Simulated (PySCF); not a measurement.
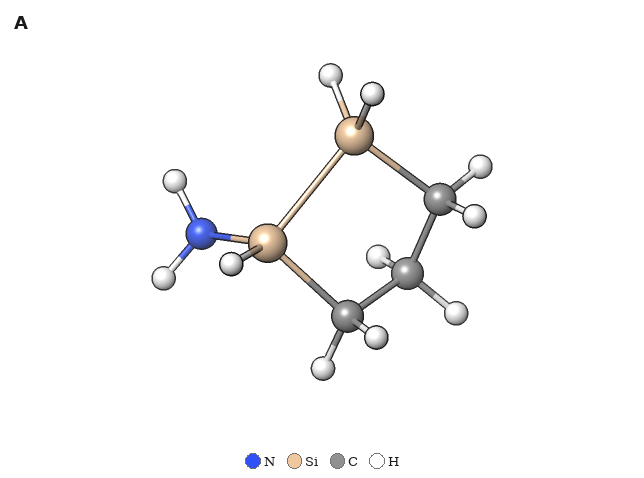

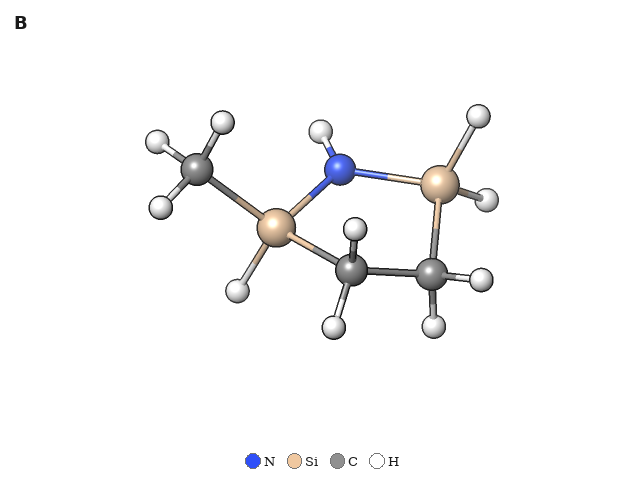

2 stationary structures of one formula. Geometries: PBE0-D3(BJ)/def2-SVP. Electronic energies: PBE0-D3(BJ)/def2-SVP (PySCF 2.14.0), without zero-point energy. No frequency run is at hand to confirm each as a minimum.

Are they conformers, stereoisomers or constitutional isomers?

They are constitutional isomers of C3H11NSi2: A `N[Si@H]1CCC[SiH2]1`, B `C[Si@@H]1CC[SiH2]N1`.

Rank them by energy, lowest first.

B is lowest; A lies 1.022 eV above it.
